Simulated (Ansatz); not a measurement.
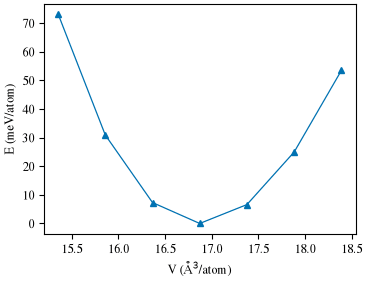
Figure: TaSi2 in space group I4/mcm (No. 140; Si on 8h, Ta on 4a) under volume change, DFT-PBE in the program Ansatz with PAW potentials, shape and atoms relaxed at each volume.

What does a third-order Birch–Murnaghan fit give for V₀, B₀ and B′?

V₀ = 16.87 Å³/atom, B₀ = 145 GPa, B′ = 4.1.

A made-up cell: these elements were put on the sites of a structure type; neither database checked (COD, Materials Project) lists it. COD files the formula under space group No. 180, 181, so this cell is another polymorph or a model. Whether it is the stable phase at ambient conditions was not checked. The cell was relaxed with PBE under the symmetry of its start; its stability against distortions is not shown here. The run is not spin-polarised. Scalar-relativistic: spin–orbit coupling is off unless named, which matters more the heavier the elements.

Potentials: the later of the program's two PAW sets.
